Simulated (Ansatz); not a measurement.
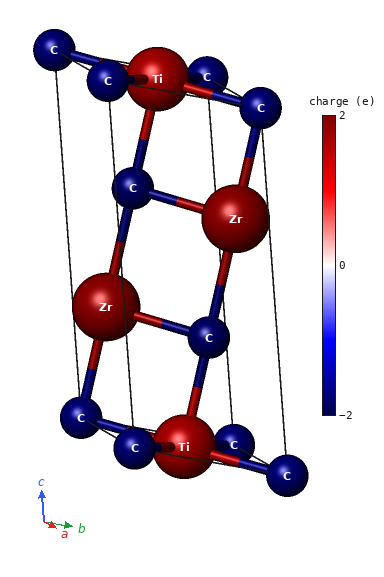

A ball-and-stick rendering, viewed slightly off an axis. The box is the cell (the run's own, in a reduced setting); atoms on or close to its faces, edges and corners are drawn wherever they repeat. The atoms of this Zr2TiC3 cell are coloured by their Bader charge.

All computed values are from DFT PBE, scalar-relativistic, plane waves, PAW (Ansatz). Settings: an energy cutoff of 420 eV, k-points about 0.17 Å⁻¹ apart, Gaussian smearing of 0.1 eV, no spin polarisation.

### What do the colours say about charge transfer?

Most positive: Zr; most negative: C. Charges: about Zr +1.9 e; Ti +1.7 e; C -1.8 e.

The starting point was a structure type filled with these elements by a generator (whether the compound takes this form wasn't checked). Earlier steps of the study may have refined or changed the cell and positions. A calculation with Ansatz used it as input.
